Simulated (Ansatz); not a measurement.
## From PBE to G0W0: SnO2 (Cassiterite)

How far does one-shot GW move the PBE gap of SnO2 (Cassiterite)?

Method: PBE, then G0W0 on it, plane waves, PAW, in Ansatz 0.2.0.

**Experimental background.**

- Gap 3.6 eV: experimental gap quoted from earlier work; bulk crystal (quoted in “Study on the Photocatalytic Properties of Flower-Shaped SnO2”, 2022, pmc:9565917).

## (1) The structure

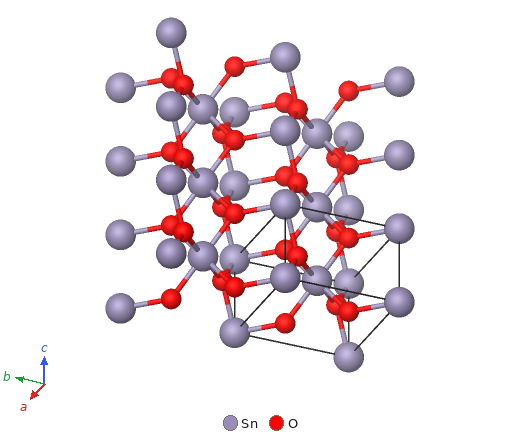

The cell as given, from a free direction (tin purple, oxygen red). 1×2×3 cells are drawn. Some periodic images of atoms are drawn too.

The cell and positions come from the Crystallography Open Database and are kept as given unless a step says otherwise. The default PAW set here is soft_1. Its files were made with PBE.

## (2) The PBE band structure

Levels along a band path and on the mesh show where this functional puts the band edges.

This step: DFT, PBE, plane waves, PAW.

Contents of input.yaml:

```yaml
crystal:
  lattice:
    - [4.738, 0.0, 0.0]
    - [0.0, 4.738, 0.0]
    - [0.0, 0.0, 3.1865]
  atoms:
    - { symbol: Sn, position: [0.0, 0.0, 0.0] }
    - { symbol: Sn, position: [0.5, 0.5, 0.5] }
    - { symbol: O, position: [0.3071, 0.3071, 0.0] }
    - { symbol: O, position: [0.1929, 0.8071, 0.5] }
    - { symbol: O, position: [0.6929, 0.6929, 0.0] }
    - { symbol: O, position: [0.8071, 0.1929, 0.5] }
kpoints:
  mp_grid: { grid: [6, 6, 8] }
  band_path:
    path:
      - [[0.0, 0.0, 0.0], [0.0, 0.5, 0.0], [0.5, 0.5, 0.0], [0.0, 0.0, 0.0], [0.0, 0.0, 0.5], [0.0, 0.5, 0.5], [0.5, 0.5, 0.5], [0.0, 0.0, 0.5]]
      - [[0.0, 0.5, 0.0], [0.0, 0.5, 0.5]]
      - [[0.5, 0.5, 0.0], [0.5, 0.5, 0.5]]
    npoints: 10
hamiltonian:
  xc: pbe
  pseudopotentials: { kind: paw, azcp: { folder: "./paw" } }
scf:
  occupations: { method: fermi_dirac, width: 0.02 }
  n_extra_bands: 6
output:
  eigenvalues: true
  forces: true
  stress: true
  write_density: true
  write_potential: true
  elf: true
  volumetric_format: npy
```

Launch:

```console
ansatz run input.yaml --threads 3 --pin off --max-ram 92160MiB --backend cuda --events-out ev --progress --plain --runs-dir out --devices 1 --max-vram 13GiB
```

Numbers of over 12 decimals in the logs are rounded to 6 here.

The program printed:

```text
scf.n_extra_bands = 6 over 26 filled bands (N_el = 52.0): the run solves 32 bands
GPUs: using 1 of 1 available (devices: 1).
Engine: ansatz 0.2.0, x86_64-unknown-linux-gnu
Pseudopotentials: kind: paw
Pseudopotential: Sn, paw, valence charge 14, recommended cutoff 420 eV (normal), <dir>
Pseudopotential: O, paw, valence charge 6, recommended cutoff 420 eV (normal), <dir>
Functional definition: PBE
  parameter kappa = 0.804
  parameter beta = 0.066725
  exchange = pbe_x(kappa = kappa, mu = beta*pi^2/3)
  correlation = pbe_c(beta = beta)
device memory: the entry about to start is reckoned to put 2.2 GiB on a device that reports 72.9 GiB free (of which the cap on the GPU budget leaves the run 13.0 GiB)
GPU FFT provider: cuFFT
GPU libraries: cuBLAS 13.8.2, cuFFT 12.4.0, cuSOLVER 12.3.4
Crystal: 6 atoms, lattice volume = 71.533 Å³
Basis set: ecut = 420 eV, 1411 PW (Γ), exchange–correlation on 64×64×48 points (8 copies of the dense FFT grid, shifted against one another)
Bands: 32, of which v1, the nominal top of the filled ones, is band 26 counted from 1 (25 counted from 0)
Symmetry: 16 space group operations
Space group: P42/mnm (ITA 136), of the structure as read, at distance tolerance 4.2e-5 Å
k-points: 50 of 288
Non-local potential: Sn, projectors of the file, l = 0: 2, l = 1: 2, l = 2: 2, l = 3: 1
Non-local potential: O, projectors of the file, l = 0: 2, l = 1: 2, l = 2: 1
PAW form: soft (Blöchl's): semilocal exchange-correlation on the pseudo side does not see the compensation charge
PAW one-centre angular grid: Sn, 590 points (default); XC on 64 Gauss nodes
PAW one-centre angular grid: O, 110 points (default); XC on 64 Gauss nodes
Initial density: superposition of atomic densities (chi_scale 0.1, normalization cell, long waves kept (reshape's long-wave potential 0.00 eV rms))
Initial wavefunctions: pseudopotential atomic-orbital guess
GPU buffer pool allocated for 24576 grid points (all kernels)
GPU transforms: local potential and band sums: pruned to the plane-wave sphere, on 32×32×24
Functional: x = pbe(κ = 0.804, μ = 0.219515), c = pbe(β = 0.066725)
SCF iter   1: F=—  HF=-14318.860825 eV  |F-HF|=—  |Δ(HF+E_count)|=         —  Δρ=8.13e-2  dr2=3.77e0  ethr=3.10e-3  ⟨swp⟩=6.6  Hψ=7168  notcnv=0
preconditioner: auto → Resta (q_TF=auto, 2.587 Å⁻¹)  ε∞=3.5  [insulator: Δε(μ)=1.761 eV  Ē_g=20.189 eV  σ=0.020 eV  W_gap=1.00  n_scr=18 (ndim 8)  ℏωp=31.7 eV  f_vac=0.000  D(μ)=0.00/eV (n_scr^D=0)  ε∞_Penn≈3.5]
SCF iter   2: F=—  HF=-14318.056703 eV  |F-HF|=—  |Δ(HF+E_count)|=   8.04e-1  Δρ=3.73e-2  dr2=5.14e-1  ethr=3.10e-3  ⟨swp⟩=2.2  Hψ=2992  notcnv=0  defer=100
SCF iter   3: F=—  HF=-14318.009401 eV  |F-HF|=—  |Δ(HF+E_count)|=   4.73e-2  Δρ=1.38e-2  dr2=8.00e-2  ethr=9.89e-4  ⟨swp⟩=2.4  Hψ=1900  notcnv=0  defer=100
SCF iter   4: F=—  HF=-14318.019870 eV  |F-HF|=—  |Δ(HF+E_count)|=   1.05e-2  Δρ=1.76e-3  dr2=2.36e-3  ethr=1.54e-4  ⟨swp⟩=3.0  Hψ=2498  notcnv=0  defer=100
SCF iter   5: F=—  HF=-14318.021775 eV  |F-HF|=—  |Δ(HF+E_count)|=   1.90e-3  Δρ=6.66e-4  dr2=2.33e-4  ethr=4.53e-6  ⟨swp⟩=2.0  Hψ=2934  notcnv=0  defer=100
SCF iter   6: F=—  HF=-14318.021938 eV  |F-HF|=—  |Δ(HF+E_count)|=   1.63e-4  Δρ=8.08e-5  dr2=4.26e-6  ethr=4.48e-7  ⟨swp⟩=2.0  Hψ=2488  notcnv=0  defer=100
SCF iter   7: F=—  HF=-14318.022057 eV  |F-HF|=—  |Δ(HF+E_count)|=   1.19e-4  Δρ=1.37e-5  dr2=1.32e-7  ethr=8.20e-9  ⟨swp⟩=2.3  Hψ=2575  notcnv=0  defer=100
SCF iter   8: F=-14318.022057 eV  HF=-14318.022057 eV  |F-HF|=7.53e-9  |Δ(HF+E_count)|=   1.46e-7  Δρ=2.70e-6  dr2=5.94e-9  ethr=1.92e-10  ⟨swp⟩=15.4  Hψ=12926  notcnv=0
SCF 1 converged in 8 iterations: F = -14318.022057 eV  dr2 = 5.94e-9
  greatest PAW one-centre occupation: 0.996 electrons in one spin orbital (limit 2), on the Sn atom at site 1 (counted from 0), in its partial waves of l = 2
device memory: the entry about to start is reckoned to put 2.8 GiB on a device that reports 73.5 GiB free (of which the cap on the GPU budget leaves the run 13.0 GiB)
NSCF: frozen V_eff on 93 k-points, pencils in batches of 32, up to order 144
SCF converged after 8 iterations
Free energy (F): -14318.022057 eV
Harris-Foulkes:  -14318.022057 eV  (|F-HF|=7.53e-9)
Internal energy: -14318.022057 eV  (E = F + TS)
E sigma→0 (E₀):  -14318.022057 eV
Fermi energy:    10.205580 eV
--- Per-component energies (eV) ---
  E_band       = -112.160450
  E_kinetic    = 1020.746272
  E_local      = -3165.574367  (includes V_loc(G=0)·N_el)
  E_nonlocal   = 501.828610
  E_hartree    = 1445.569928
  E_xc         = -536.694176
  E_vxc        = -525.122428  (∫ρ·V_xc dr)
  E_paw        = -9401.050504  (= ΣΔE_a)
  E_vpaw       = -835.182344  (= ΣTr[D̂ρ^β])
  E_aug_tail   = 0.003959  (compensation charges beyond the density's cutoff)
  E_ewald      = -4182.851779
  E_smearing   = -0.000000  (= −TS)
  E_closure    = 0.000000  (closes the sum)
  Σ components = -14318.022057   (vs F -14318.022057, Δ=0.00e0)
--- Forces (eV/Å), atoms counted from 1 ---
  atom   1  Sn     0.00000000     0.00000000    -0.00000000
  atom   2  Sn     0.00000000     0.00000000     0.00000000
  atom   3  O     -0.19158187    -0.19158187     0.00000000
  atom   4  O      0.19158187    -0.19158187    -0.00000000
  atom   5  O      0.19158187     0.19158187    -0.00000000
  atom   6  O     -0.19158187     0.19158187     0.00000000
  max |Σ_I F_I| component: 5.55e-17 eV/Å
--- Stress (GPa, compression-positive) ---
       10.075954       0.000000       0.000000
        0.000000      10.075954       0.000000
        0.000000       0.000000      13.000135
  P = ⅓ Tr σ = 11.0507 GPa (110.507 kbar)
--- Band table (eV; the first three rows and the last of 50) ---
  k-point 0: bands = [... 22 lower, 8.3458, 8.7924, 8.7924, 9.5637, 10.8473, 15.7375, 15.9422, 15.9422, ... 2 higher]
  k-point 1: bands = [... 22 lower, 7.7672, 8.8286, 8.8286, 9.4335, 11.8074, 16.0535, 16.5919, 16.5919, ... 2 higher]
  k-point 2: bands = [... 22 lower, 7.0535, 8.7282, 8.7282, 9.0652, 13.4215, 16.5213, 18.0216, 18.0216, ... 2 higher]
  k-point 49: bands = [... 22 lower, 8.5966, 8.5966, 8.7325, 8.7325, 14.5096, 14.5096, 18.4663, 18.4663, ... 2 higher]
```

Elapsed: 14 s, on 1 × NVIDIA H100 80GB HBM3 (shared by 6 runs) with 3 threads of AMD EPYC 7R13 (Zen 3), shared host; peak memory 0.94 GiB; 3.5 s of CPU time.

The column dr2 measures how far the density is from self-consistency, as an energy; F and HF (Harris–Foulkes) agree once it is small.

This step gave:

* pressure: 11.05 GPa
* filled bands: 26
* gap: 1.284 eV
* valence top at: Γ
* conduction bottom at: Γ
* least direct gap: 1.284 eV

Over mesh and path the gap is 1.284 eV, direct, at k = Γ. The pressure in this cell is 11 GPa; the cell is kept.

The electronic bands at the labelled points (eV, zero at the top of the highest nominally filled band):

```
    point  band 23  band 24  band 25  band 26  band 27  band 28  band 29  band 30
        Γ    -1.22    -0.77    -0.77     0.00     1.28     6.17     6.38     6.38
        X    -1.18    -1.18    -0.63    -0.63     4.45     4.45     7.12     7.12
        M    -1.30    -1.30    -0.90    -0.90     4.85     4.85     7.55     7.55
        Γ    -1.22    -0.77    -0.77     0.00     1.28     6.17     6.38     6.38
        Z    -1.65    -1.65    -1.25    -1.25     6.24     6.24     9.79     9.79
        R    -1.10    -1.10    -0.69    -0.69     6.52     6.52     8.10     8.10
        A    -0.97    -0.97    -0.83    -0.83     4.95     4.95     8.90     8.90
        Z    -1.65    -1.65    -1.25    -1.25     6.24     6.24     9.79     9.79
jump to X    -1.18    -1.18    -0.63    -0.63     4.45     4.45     7.12     7.12
        R    -1.10    -1.10    -0.69    -0.69     6.52     6.52     8.10     8.10
jump to M    -1.30    -1.30    -0.90    -0.90     4.85     4.85     7.55     7.55
        A    -0.97    -0.97    -0.83    -0.83     4.95     4.95     8.90     8.90
```

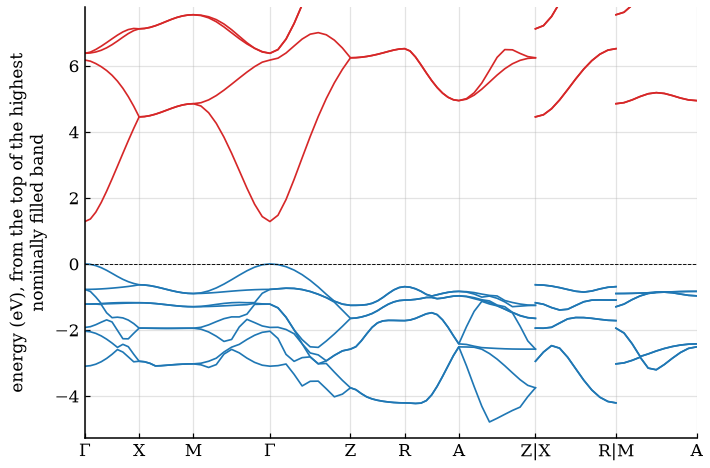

Electronic bands along the path; lines of filled and empty bands in two colours.

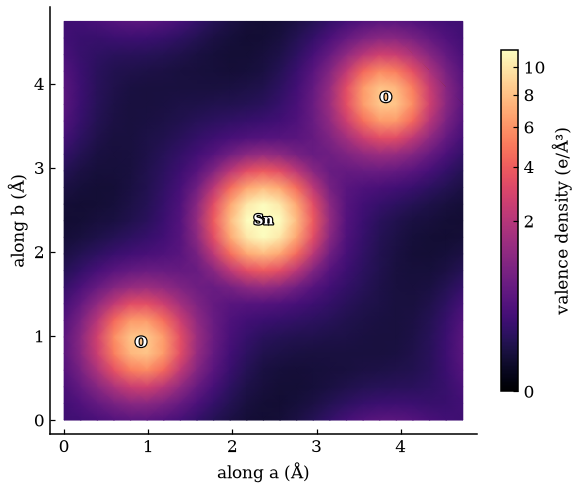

Valence density in the ab plane at fractional z = 0.000, with atoms of Sn and O within 0.2 Å of it. It is the smooth field of the valence electrons, not physical close to the nuclei. The map starts off the cell's origin, so that atoms lie inside it. The colour scale is stretched toward low values.

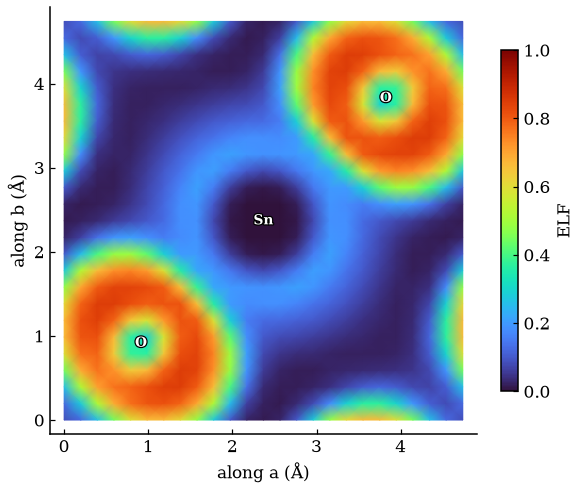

ELF in the ab plane at fractional z = 0.000, with atoms of Sn and O within 0.2 Å of it. It is the smooth field of the valence electrons, not physical close to the nuclei. The map starts off the cell's origin, so that atoms lie inside it.

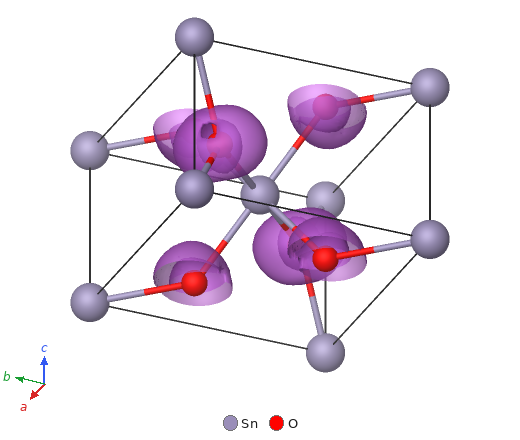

Surface of ELF = 0.77.

## (3) The quasiparticle correction

G0W0 replaces the xc potential by a self-energy built once from the orbitals of the start. Levels are corrected in the window of bands that the input names, at points of the mesh.

This step: G0W0 on PBE, plane waves, PAW.

input.yaml, the sections that differ from step 2:

```yaml
kpoints:
  mp_grid: { grid: [4, 4, 6] }
scf:
  occupations: { method: fixed }
gw:
  n_empty_bands: 566
  ecut_chi: 230.0
  qp_bands: [v2, c2]
  qp_kpoints: band_edges
  screening: { model: contour_deformation }
# crystal, hamiltonian: as in step 2
# output: removed
```

The program printed:

```text
GPUs: using 1 of 1 available (devices: 1).
[...]
GPU FFT provider: cuFFT
GPU libraries: cuBLAS 13.8.2, cuFFT 12.4.0, cuSOLVER 12.3.4
Crystal: 6 atoms, lattice volume = 71.533 Å³
Basis set: ecut = 420 eV, 1411 PW (Γ)
Bands: 32, of which v1, the nominal top of the filled ones, is band 26 counted from 1 (25 counted from 0)
Symmetry: 16 space group operations
[...]
k-points: 24 of 96
[...]
GPU buffer pool allocated for 24576 grid points (all kernels)
[...]
SCF iter   1: F=—  HF=-14318.860415 eV  |F-HF|=—  |Δ(HF+E_count)|=         —  Δρ=8.12e-2  dr2=3.76e0  ethr=3.10e-3  ⟨swp⟩=4.0  Hψ=2975  notcnv=0  defer=94
[...]
SCF iter   8: F=-14318.020851 eV  HF=-14318.020851 eV  |F-HF|=5.46e-9  |Δ(HF+E_count)|=   1.71e-7  Δρ=2.37e-6  dr2=4.32e-9  ethr=1.92e-10  ⟨swp⟩=8.6  Hψ=2942  notcnv=0
SCF 1 converged in 8 iterations: F = -14318.020851 eV  dr2 = 4.32e-9
[...]
NSCF: frozen V_eff on 24 k-points, pencils in batches of 32, up to order 128
the band table was solved once the SCF had ended and its energy, with any forces and stress, was formed, with the checks that follow a solve (3140 applications of the Hamiltonian). They found nothing against the state; the energy, forces and stress were not computed again (output.eigenvalues in the input reference)
[...]
NSCF: frozen V_eff on 24 k-points
G₀W₀ screening: q 1/24
[... further progress lines ...]
SCF converged after 8 iterations
Free energy (F): -14318.020851 eV
[...]
Internal energy: -14318.020851 eV  (E = F + TS)
E sigma→0 (E₀):  -14318.020851 eV
Fermi energy:    9.564227 eV
[...]
--- Band table (eV; the first three rows and the last of 24) ---
  k-point 0: bands = [... 22 lower, 8.3462, 8.7929, 8.7929, 9.5642, 10.8474, 15.7377, 15.9423, 15.9423, ... 2 higher]
  k-point 1: bands = [... 22 lower, 7.4291, 8.8137, 8.8137, 9.3352, 12.3386, 16.2369, 17.0251, 17.0251, ... 2 higher]
  k-point 2: bands = [... 22 lower, 7.1628, 8.5789, 8.5789, 8.7194, 14.3988, 16.5366, 18.4504, 19.0090, ... 2 higher]
  k-point 23: bands = [... 22 lower, 8.5971, 8.5971, 8.7330, 8.7330, 14.5098, 14.5098, 18.4665, 18.4665, ... 2 higher]
--- G₀W₀: contour deformation, 7 samples at zero and on the imaginary axis and 2 off it, 96 q-points, 566 empty bands' worth ---
  eigenvalues of the whole cell's RPA ε∞ on this k-mesh (on a slab, of 1 + 4πα/V) = 4.3122, 4.3122, 4.5377; static W/v taken at q = 0 is 0.227978
  bands read: the sum over 592 bands ends inside a degenerate multiplet in 1 slot, whose members it reads at an even weight; the widest, k=2: bands 592 to 593 (counted from 1) at 1/2 each
  gw.qp_kpoints: band_edges: 11 of 24 stored k-points solved, in 1 pass; an edge of the gap read off the rows below is read off those points alone
    valence top: of the k-points left out ik 14 came nearest to being solved in a further pass, in band 26 (counted from 1, as in the quasiparticle table): it holds the edge there only if its correction is more favourable than any solved in that band by at least 0.601 eV; those differ by 0.231 eV
    conduction bottom: of the k-points left out ik 16 came nearest to being solved in a further pass, in band 27 (counted from 1, as in the quasiparticle table): it holds the edge there only if its correction is more favourable than any solved in that band by at least 3.367 eV; those differ by 0.575 eV
    ik  band        ε_KS         Σx   Σc(E_QP)       V_xc       Z   E_QP_lin       E_QP  E_QP is
     0    25      8.7929   -26.4501     4.6773   -20.7676  0.7487     7.7670     7.7876  root
     0    26      9.5642   -27.1844     4.9936   -21.1429  0.7496     8.4942     8.5163  root
     0    27     10.8474   -14.4764    -3.5998   -18.5892  0.8217    11.3626    11.3605  root
     0    28     15.7377   -12.1579    -4.8625   -17.8578  0.8029    16.5868    16.5751  root
     1    25      8.8137   -26.6314     4.6779   -20.9412  0.7494     7.7805     7.8015  root
     1    26      9.3352   -26.8711     5.0310   -20.7608  0.7483     8.2311     8.2559  root
     1    27     12.3386   -15.6593    -3.5043   -19.8199  0.8060    12.9990    12.9948  root
     1    28     16.2369   -13.1489    -5.0516   -19.1791  0.7895    17.2337    17.2155  root
     3    25      8.3101   -26.2909     5.1939   -19.9310  0.7414     7.1083     7.1440  root
     3    26      8.3101   -26.2909     5.1939   -19.9310  0.7414     7.1083     7.1440  root
     3    27     15.8065   -14.7512    -4.9377   -20.7693  0.7852    16.9082    16.8870  root
     3    28     15.8065   -14.7512    -4.9377   -20.7693  0.7852    16.9082    16.8870  root
     4    25      8.8312   -26.5408     4.7019   -20.8251  0.7489     7.7962     7.8173  root
     4    26      9.2784   -26.7106     4.9483   -20.6904  0.7491     8.1822     8.2065  root
     4    27     12.1383   -15.6367    -3.3726   -19.6051  0.8076    12.7375    12.7342  root
     4    28     15.2763   -12.9969    -4.6102   -18.4384  0.7995    16.1189    16.1076  root
     5    25      8.7844   -26.5934     4.7242   -20.8403  0.7489     7.7333     7.7554  root
     5    26      9.2002   -26.7694     4.9803   -20.7125  0.7482     8.0989     8.1236  root
     5    27     13.0729   -15.4915    -3.7546   -19.9834  0.8025    13.8164    13.8102  root
     5    28     15.8603   -13.8702    -4.8738   -19.7176  0.7874    16.8516    16.8340  root
     8    25      8.9331   -26.5750     4.7908   -20.7370  0.7490     7.8627     7.8859  root
     8    26      8.9331   -26.5750     4.7908   -20.7370  0.7490     7.8627     7.8859  root
     8    27     14.0171   -14.8804    -4.0816   -19.7617  0.7981    14.8262    14.8167  root
     8    28     14.0171   -14.8804    -4.0816   -19.7617  0.7981    14.8262    14.8167  root
    11    25      8.8755   -27.2050     4.1681   -22.1015  0.7584     7.9246     7.9401  root
    11    26      8.8755   -27.2050     4.1681   -22.1015  0.7584     7.9246     7.9401  root
    11    27     16.0829   -14.8734    -4.9968   -20.9585  0.7816    17.1951    17.1712  root
    11    28     16.0829   -14.8734    -4.9968   -20.9585  0.7816    17.1951    17.1712  root
    12    25      8.7393   -26.5217     4.8616   -20.6017  0.7469     7.6563     7.6807  root
    12    26      9.0863   -26.5843     5.0001   -20.4884  0.7477     7.9639     7.9905  root
    12    27     12.9159   -15.6218    -3.6344   -19.9503  0.8034    13.6153    13.6100  root
    12    28     15.0064   -13.1844    -4.5829   -18.5972  0.8005    15.8471    15.8363  root
    13    25      8.7647   -26.6420     4.8964   -20.6781  0.7469     7.6723     7.6972  root
    13    26      9.1520   -26.8552     4.8863   -20.9130  0.7490     8.0729     8.0960  root
    13    27     13.5804   -15.3188    -3.9674   -20.0807  0.8003    14.3828    14.3750  root
    13    28     15.5076   -13.9813    -4.7830   -19.7177  0.7905    16.4771    16.4611  root
    17    25      8.8687   -26.6876     4.8556   -20.7674  0.7481     7.7796     7.8041  root
    17    26      8.8687   -26.6876     4.8556   -20.7674  0.7481     7.7796     7.8041  root
    17    27     14.6404   -14.7927    -4.4340   -20.1314  0.7948    15.5577    15.5451  root
    17    28     14.6404   -14.7927    -4.4340   -20.1314  0.7948    15.5577    15.5451  root
    23    25      8.7330   -26.6295     5.1911   -20.3070  0.7435     7.5713     7.6016  root
    23    26      8.7330   -26.6295     5.1911   -20.3070  0.7435     7.5713     7.6016  root
    23    27     14.5098   -13.3359    -4.5094   -18.6936  0.8099    15.3674    15.3581  root
    23    28     14.5098   -13.3359    -4.5094   -18.6936  0.8099    15.3674    15.3581  root
```

Elapsed: 48 s, on 1 × NVIDIA H100 80GB HBM3 (shared by 6 runs) with 3 threads; peak memory 2.8 GiB.

Numbers from this step:

```yaml
bands_summed: 592
rpa_eps_infinity_on_this_mesh_eigenvalues: 4.312, 4.312, 4.538
plane_waves_in_the_screening_matrix: 563
q_points_in_the_mesh: 96
g0w0_gap_over_the_corrected_points: 2.844 eV
k_of_the_valence_top: 0, 0, 0
k_of_the_conduction_bottom: 0, 0, 0
starting_gap_on_the_mesh: 1.283 eV
z_at_the_valence_top: 0.7496
z_at_the_conduction_bottom: 0.8217
least_direct_g0w0_gap_over_the_corrected_points: 2.844 eV
```

Over 11 of 24 irreducible mesh points the G0W0 gap is 2.844 eV, direct, at k = Γ. The PBE gap of this run on the mesh is 1.283 eV. The two states that bound the G0W0 gap lie that far apart at the start, so the correction of the gap is 2.844 − 1.283 = +1.561 eV. The start of this run differs from the step before in mesh (6×6×8 and 4×4×6).

Labels follow the order of the start: v1 is the top filled band, c1 the lowest empty one; levels that stay degenerate share a row, the window can cut a multiplet, doubted levels are not marked in this list, bands outside the window were not corrected, and the list may be a part of the corrected levels. The levels before and after the correction (eV, zero at the valence-band top of each column):

```
           conduction bottom  valence top
Kohn-Sham               1.28         0.00
     G0W0               2.84         0.00
```

```
           level  occupation  energy (eV)
Kohn-Sham   Γ v2           2       -0.771
Kohn-Sham   Γ v1           2        0.000
Kohn-Sham   Γ c1           0        1.283
Kohn-Sham   Γ c2           0        6.173
     G0W0   Γ v2           2       -0.729
     G0W0   Γ v1           2        0.000
     G0W0   Γ c1           0        2.844
     G0W0   Γ c2           0        8.059
```

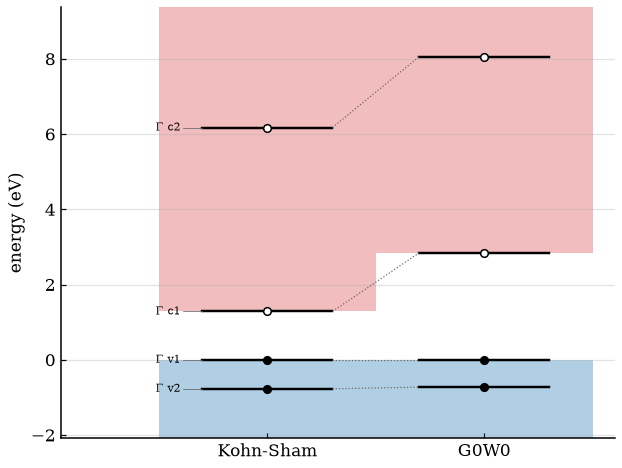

Levels before and after the correction. Shaded: valence and conduction bands. Filled marks are occupied levels, open marks empty ones.

The parts of the quasiparticle energy for the two states that bound the G0W0 gap, in eV on the run's own scale (QP = start + Σx + Σc − Vxc, with Σc at the quasiparticle energy):

```
             edge  k  band   start       Σx      Σc      Vxc      Z      QP
      valence top  Γ    26   9.564  −27.184   4.994  −21.143  0.750   8.516
conduction bottom  Γ    27  10.847  −14.476  −3.600  −18.589  0.822  11.361
```

[end of part 1 of 2]

[Paths, hosts, dates, memory and timing lines, banners, echoed tables and standing remarks are left out of the program output.]

[Logs are printed without paths, hosts, clocks, repeated set-up lines and the standing remarks that a program may print on its own settings, such as how far it seeks lower states.]

[Runs of the session that timed out or met a known fault of the program may be left out.]

[Cells called generated may have been cut or substituted from an entry of the Crystallography Open Database or the Materials Project.]

[Hosts, paths, dates, database ids (printed as entryN), source tags and the programs' standing remarks are cut or masked in the printed files.]

[Where an RPA ε∞ is given, it is that of the G0W0 mesh and is not shown converged in it. Names of k-points follow the symmetry that the program found, which can be lower than the space group named. Band edges on a path are those of the sampled points; other points can move an edge, and change direct to indirect where valleys lie close.]

[Hybrid gaps are those of their k-mesh and are not shown converged in it.]
